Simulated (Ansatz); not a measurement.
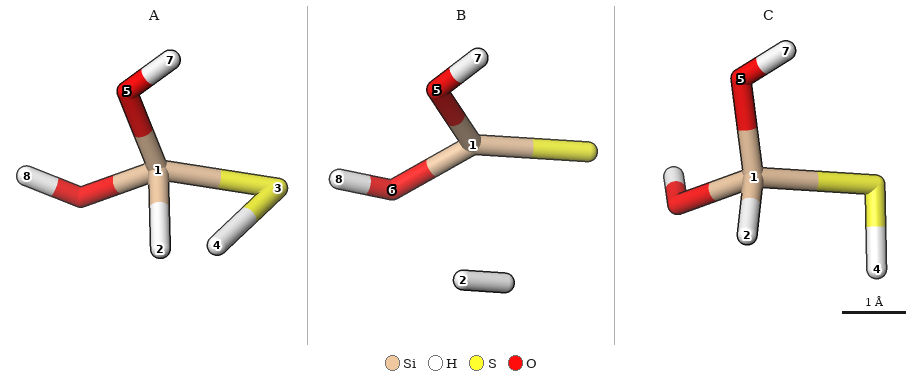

Three geometries of SiH4SO2: a saddle point and the two minima that it joins, in shuffled order. Style: stick. Shown at a tilt. Sticks join atoms that are closer than about 1.2 times the sum of their covalent radii (a little more with hydrogen).

Stationary points at PBE0-D4/def2-TZVP, single-point energies with CCSD(T)/CBS, r2SCAN-D4, B2PLYP (def2-TZVPP where no basis is named; Ansatz 0.2.0). The energies are electronic, without zero-point or thermal terms, and both ends are the minima reached downhill from the saddle, with any fragments still in contact. CCSD(T)/CBS stands for a frozen-core estimate: MP2 correlation extrapolated from def2-TZVPP and def2-QZVPP, CCSD(T) minus MP2 from the smaller set.

**Identify the saddle point and describe the reaction.**

Frame A is the saddle point. Counted by bonded pieces, C holds SiH₄SO₂ and B holds H₂ + SiH₂SO₂. From C over the saddle to B, a bond forms: H2–H4 (2.93 → 1.00 → 0.75 Å). Bonds break: Si1–H2 (1.48 → 1.69 → 2.98 Å), S3–H4 (1.34 → 1.81 → 3.38 Å). The saddle has one imaginary mode, 1137i cm⁻¹. With CCSD(T)/CBS the barrier is 2.03 eV from C and 0.95 eV from B, and B lies 1.07 eV above C.

| level | barrier from C (eV) | barrier from B (eV) | B less C (eV) |
| --- | --- | --- | --- |
| CCSD(T)/CBS | 2.03 | 0.95 | 1.07 |
| r2SCAN-D4 | 1.78 | 0.76 | 1.03 |
| B2PLYP | 2.02 | 0.99 | 1.03 |

Against CCSD(T)/CBS, B2PLYP comes closest on the barrier from C (−0.01 eV) and r2SCAN-D4 misses most (−0.24 eV).
